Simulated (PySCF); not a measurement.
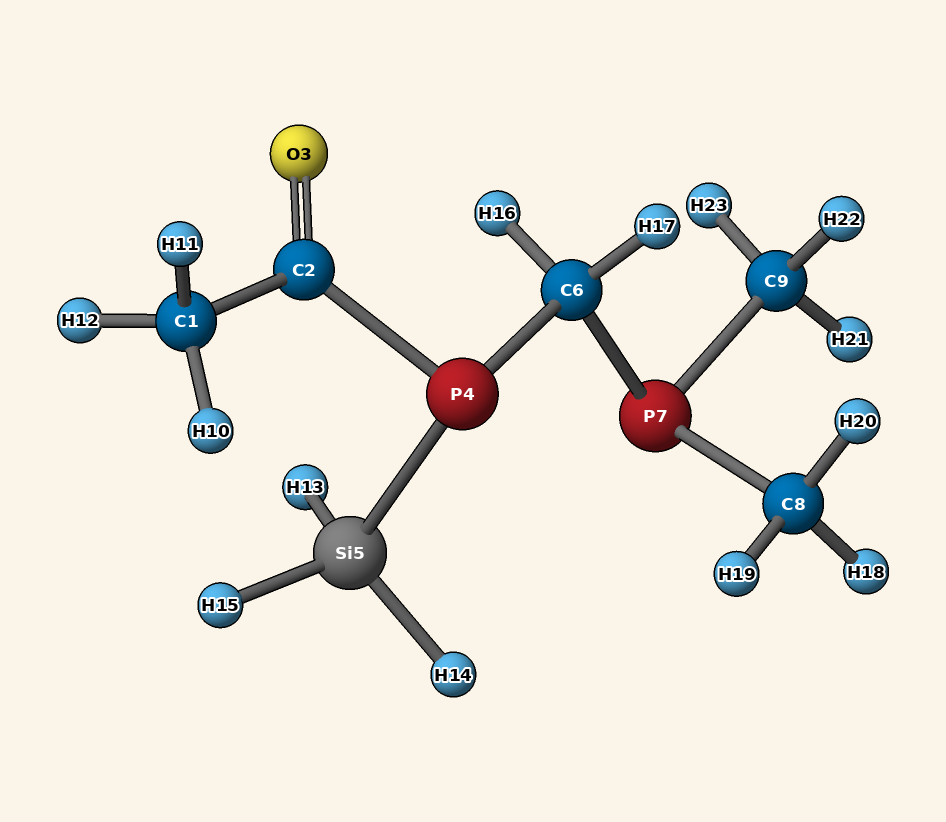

The questions are on Mulliken charges. The computed structure is the end point of a GFN2-xTB optimisation. No frequency run is at hand to confirm it as a minimum. Properties computed with PBE0/pcSseg-1, gas phase (PySCF 2.14.0).

**Which atom carries the highest charge (most positive or least negative)?**

Si5 (0.40 e).

**And the lowest?**

C6 (−0.59 e).

Give the Mulliken charges atom by atom.

```json
{"atom": "C1", "value (e)": "−0.24"}
{"atom": "C2", "value (e)": "−0.02"}
{"atom": "O3", "value (e)": "−0.35"}
{"atom": "P4", "value (e)": "−0.01"}
{"atom": "Si5", "value (e)": "0.40"}
{"atom": "C6", "value (e)": "−0.59"}
{"atom": "P7", "value (e)": "0.18"}
{"atom": "C8", "value (e)": "−0.45"}
{"atom": "C9", "value (e)": "−0.46"}
{"atom": "H10", "value (e)": "0.13"}
{"atom": "H11", "value (e)": "0.16"}
{"atom": "H12", "value (e)": "0.15"}
{"atom": "H13", "value (e)": "−0.02"}
{"atom": "H14", "value (e)": "−0.05"}
{"atom": "H15", "value (e)": "−0.07"}
{"atom": "H16", "value (e)": "0.20"}
{"atom": "H17", "value (e)": "0.17"}
{"atom": "H18", "value (e)": "0.15"}
{"atom": "H19", "value (e)": "0.16"}
{"atom": "H20", "value (e)": "0.13"}
{"atom": "H21", "value (e)": "0.15"}
{"atom": "H22", "value (e)": "0.13"}
{"atom": "H23", "value (e)": "0.15"}
```

Mulliken values depend strongly on the basis set and can even reverse the polarity of a bond. The geometry is semi-empirical. Around P, Si such bond lengths and angles can be off by a tenth of an ångström or more and by several degrees, and values that hang on the shape move with them.
